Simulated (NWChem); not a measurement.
# O2 (oxygen) at 4 levels

We compute a comparison of 4 runs (UHF/STO-3G, UHF/3-21G, UB3LYP/6-31G*) of O2 (oxygen). 

Program for the calculation: NWChem 7.3.0.

2 further runs of the same task are left out: 2 that didn't finish.

## 1. The structure to begin with

O2: 2 atoms, total charge 0, spin state triplet. As SMILES, `O=O`. The coordinates come from a PBE0-D4/def2-TZVP relaxation.

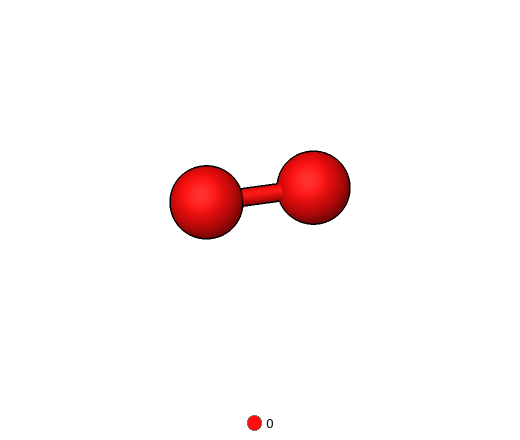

The structure, seen from a chosen angle (oxygen red).

## 2. Energy and forces at UHF/STO-3G (run 1)

File work.nw:

```
start work
memory stack 880 mb heap 220 mb global 1100 mb
charge 0

geometry noautosym nocenter noautoz
  O        0.509550      -0.164850       0.262450
  O       -0.509550       0.164850      -0.262450
end

basis spherical bse
  * library STO-3G
end

scf
  nopen 2
  uhf
  thresh 1e-08
  maxiter 80
end

task scf gradient
```

The run is started by

```
nwchem work.nw > work.out
```

Output:

```text
[...]
  functions       =    10
[...]
  wavefunction    = UHF
[...]
         Total SCF energy =   -147.632703499361
      One electron energy =   -260.863722812572
      Two electron energy =     84.838024195887
 Nuclear repulsion energy =     28.392995117324
                       Sz =      1.0000
                 Sz(Sz+1) =      2.0000
                      S^2 =      2.0034
[...]
                         UHF ENERGY GRADIENTS
    atom               coordinates                        gradient
                 x          y          z           x          y          z
   1 O       0.962910  -0.311521   0.495959   -0.055811   0.018056  -0.028746
   2 O      -0.962910   0.311521  -0.495959    0.055811  -0.018056   0.028746
[...]
```

Wall time 0.75 s (1 thread of Intel Xeon 6975P-C (Granite Rapids), shared host); peak memory 0.099 GiB.

## 3. Energy and gradient at UHF/3-21G (run 2)

File run.py:

```python
from ase import Atoms
from ase.calculators.nwchem import NWChem

molecule = Atoms(['O', 'O'], positions=[
    [0.509550, -0.164850, 0.262450],
    [-0.509550, 0.164850, -0.262450],
])

calc = NWChem(
    label='work',
    theory='scf',
    memory='2200 mb',
    basis='3-21G',
    basispar='spherical bse',
    scf={'nopen': '2', 'uhf': None, 'thresh': '1e-08', 'maxiter': '80', 'print': 'low'},
)
molecule.calc = calc

forces = molecule.get_forces()
e = molecule.get_potential_energy()
print(f"E = {e:.6f} eV")
print("forces (eV/A):")
for s, f in zip(molecule.symbols, forces):
    print(f"{s:2s} {f[0]:10.5f} {f[1]:10.5f} {f[2]:10.5f}")
```

The run is started by

```
export ASE_NWCHEM_COMMAND="nwchem PREFIX.nwi > PREFIX.nwo"
python run.py
```

Output:

```text
E = -4048.122144 eV
forces (eV/A):
O     3.44713   -1.11519    1.77550
O    -3.44713    1.11519   -1.77550
```

The calculator wrote work.nwi:

```
title "work"

permanent_dir work

scratch_dir work

start work

geometry units angstrom nocenter noautosym noautoz
  O  5.0954999999999995e-01 -1.6485000000000000e-01 2.6245000000000002e-01
  O  -5.0954999999999995e-01 1.6485000000000000e-01 -2.6245000000000002e-01
end

memory 2200 mb

basis spherical bse noprint
   * library 3-21G
end

scf
  nopen 2
  uhf
  thresh 1e-08
  maxiter 80
  print low
end

task scf gradient
```

work.nwo:

```text
Northwest Computational Chemistry Package (NWChem) 7.3.0
             --------------------------------------------------------

           Job information
           ---------------

    nwchem branch   = 7.3.0
    use scalapack   = T
    input           = work.nwi
    prefix          = work.
    data base       = work/work.db
    status          = startup
    nproc           =        1

           Memory information
           ------------------

    heap     =     72089596 doubles =      550.0 Mbytes
    stack    =     72089601 doubles =      550.0 Mbytes
    global   =    144179200 doubles =     1100.0 Mbytes (distinct from heap & stack)
    total    =    288358397 doubles =     2200.0 Mbytes
    verify   = yes
    hardfail = no

           Directory information
           ---------------------

  0 permanent = work
  0 scratch   = work

                                NWChem Input Module
                                -------------------

                                       work
                                       ----

[... 20 lines left out ...]
            Nuclear Dipole moment (a.u.)
[... 22 lines left out ...]
                                 NWChem SCF Module
                                 -----------------

                                       work

  ao basis        = "ao basis"
  functions       =    18
  atoms           =     2
  alpha electrons =     9
  beta  electrons =     7
  charge          =   0.00
  wavefunction    = UHF
  input vectors   = atomic
  output vectors  = work/work.movecs
  use symmetry    = F
  symmetry adapt  = F

 Forming initial guess at       0.0s

 Starting SCF solution at       0.0s

       Final UHF  results
       ------------------

         Total SCF energy =   -148.765746084587
      One electron energy =   -260.961345711772
      Two electron energy =     83.802604509860
 Nuclear repulsion energy =     28.392995117324

                       Sz =      1.0000
                 Sz(Sz+1) =      2.0000
                      S^2 =      2.0190

        Time for solution =      0.1s

                              NWChem Gradients Module
                              -----------------------

                         UHF ENERGY GRADIENTS

    atom               coordinates                        gradient
                 x          y          z           x          y          z
   1 O       0.962910  -0.311521   0.495959   -0.067036   0.021687  -0.034528
   2 O      -0.962910   0.311521  -0.495959    0.067036  -0.021687   0.034528

 Task  times  cpu:        0.1s     wall:        0.1s
 Total times  cpu:        0.1s     wall:        0.1s
```

Wall time 1.2 s (1 thread of Intel Xeon 6975P-C (Granite Rapids), shared host); peak memory 0.099 GiB.

## 4. Energy and forces at UB3LYP/6-31G(d) (spherical functions) (run 3)

File o2.nw:

```
echo
start o2
title "O2"
memory stack 880 mb heap 220 mb global 1100 mb

geometry units atomic noautosym nocenter noautoz
   O      0.96290995    -0.31152135     0.49595862
   O     -0.96290995     0.31152135    -0.49595862
end

basis spherical bse
   O library 6-31G*
end

dft
   xc b3lyp
   mult 3
   grid xfine
   convergence energy 1e-08
   iterations 100
   mulliken
   print medium
end

task dft gradient
```

The run is started by

```
nwchem o2.nw > o2.out
```

Output:

```text
[...]
          Wavefunction type:  spin polarized.
          No. of atoms     :     2
          No. of electrons :    16
[...]
          Charge           :     0
          Spin multiplicity:     3
[...]
          AO basis - number of functions:    28
[...]
              XC Information
              --------------
                         B3LYP Method XC Potential
                     Hartree-Fock (Exact) Exchange  0.200
                        Slater Exchange Functional  0.800 local
                    Becke 1988 Exchange Functional  0.720 non-local
              Lee-Yang-Parr Correlation Functional  0.810
                  VWN I RPA Correlation Functional  0.190 local
[...]
 d= 0,ls=0.0,diis     1   -150.2723902102 -1.79D+02  1.27D-02  1.55D-01     0.3
[...]
 d= 0,ls=0.0,diis     7   -150.3158910249 -3.07D-10  3.87D-08  1.31D-12     1.6
[...]
         Total DFT energy =     -150.315891024941
      One electron energy =     -262.496902444505
           Coulomb energy =      100.842472517487
    Exchange-Corr. energy =      -17.054454129421
 Nuclear repulsion energy =       28.392993031497
[...]
      Total Density - Mulliken Population Analysis
     ---------------------------------------------
    Atom       Charge   Shell Charges
 -----------   ------   -------------------------------------------------------
    1 O    8     8.00   2.00  0.98  2.76  0.92  1.30  0.05
    2 O    8     8.00   2.00  0.98  2.76  0.92  1.30  0.05
[...]
      <S2> =      2.0064 (Exact =     2.0000)
[...]
  wavefunction    = open shell
                         DFT ENERGY GRADIENTS
    atom               coordinates                        gradient
                 x          y          z           x          y          z
   1 O       0.962910  -0.311521   0.495959   -0.030949   0.010013  -0.015941
   2 O      -0.962910   0.311521  -0.495959    0.030949  -0.010013   0.015941
[...]
```

Run time: 2.6 s. Hardware: 1 thread of Intel Xeon 6975P-C (Granite Rapids), shared host; peak memory 0.11 GiB.

## 5. Energy and forces at UB3LYP/6-31G(d) (Cartesian functions) (run 4)

File work.nw:

```
start work
memory total 2200 mb
charge 0

geometry noautosym nocenter noautoz
  O      0.509550    -0.164850     0.262450
  O     -0.509550     0.164850    -0.262450
end

basis cartesian
  * library 6-31G*
end

dft
  xc b3lyp
  mult 3
  grid xfine
  convergence energy 1e-08
  maxiter 100
  mulliken
end

task dft gradient
```

The run is started by

```
nwchem work.nw > work.out
```

Output:

```text
[...]
          Wavefunction type:  spin polarized.
          No. of atoms     :     2
          No. of electrons :    16
[...]
          Charge           :     0
          Spin multiplicity:     3
[...]
          AO basis - number of functions:    30
[...]
              XC Information
              --------------
                         B3LYP Method XC Potential
                     Hartree-Fock (Exact) Exchange  0.200
                        Slater Exchange Functional  0.800 local
                    Becke 1988 Exchange Functional  0.720 non-local
              Lee-Yang-Parr Correlation Functional  0.810
                  VWN I RPA Correlation Functional  0.190 local
[...]
 d= 0,ls=0.0,diis     1   -150.2743837158 -1.79D+02  1.28D-02  1.71D-01     0.4
[...]
 d= 0,ls=0.0,diis     7   -150.3193003073 -3.85D-10  4.75D-08  2.19D-12     2.3
[...]
         Total DFT energy =     -150.319300307337
      One electron energy =     -262.472348947446
           Coulomb energy =      100.797904859104
    Exchange-Corr. energy =      -17.037851336319
 Nuclear repulsion energy =       28.392995117324
[...]
      Total Density - Mulliken Population Analysis
     ---------------------------------------------
    Atom       Charge   Shell Charges
 -----------   ------   -------------------------------------------------------
    1 O    8     8.00   1.99  0.97  2.76  0.95  1.28  0.05
    2 O    8     8.00   1.99  0.97  2.76  0.95  1.28  0.05
[...]
      <S2> =      2.0064 (Exact =     2.0000)
[...]
  wavefunction    = open shell
                         DFT ENERGY GRADIENTS
    atom               coordinates                        gradient
                 x          y          z           x          y          z
   1 O       0.962910  -0.311521   0.495959   -0.031598   0.010223  -0.016275
   2 O      -0.962910   0.311521  -0.495959    0.031598  -0.010223   0.016275
[...]
```

Run time: 3.6 s. Hardware: 1 thread of Intel Xeon 6975P-C (Granite Rapids), shared host; peak memory 0.11 GiB.

## 6. The series

| run | level | iteration cap | module | energy (Eh) | dipole moment (D) | HOMO energy (eV) | LUMO energy (eV) | wall time |
| --- | --- | --- | --- | --- | --- | --- | --- | --- |
| 1 | UHF/STO-3G | 80 | scf | -147.632703 | 0.00 | -11.15 | 7.56 | 0.75 s |
| 2 | UHF/3-21G | 80 | scf | -148.765746 | – | – | – | 1.2 s |
| 3 | UB3LYP/6-31G* (spherical functions) | 100 | dft | -150.315891 | 0.00 | -8.17 | -2.84 | 2.6 s |
| 4 | UB3LYP/6-31G* (Cartesian functions) | 100 | dft | -150.319300 | 0.00 | -8.19 | -2.86 | 3.6 s |

## 7. What came out

| quantity | value |
| --- | --- |
| run 4: total energy | -150.31930 Eh |
| run 4: dipole moment | 0.00 D |
| run 4: HOMO energy (highest over α and β) | -8.19 eV |
| run 4: LUMO energy (lowest over α and β) | -2.86 eV |
| run 4: ⟨S²⟩ | 2.006 |
| run 4: largest force on an atom | 1.902 eV/Å |

In words: In run 1 the basis is minimal, so the values are rough. All runs together took 8.2 s, the longest 3.6 s.
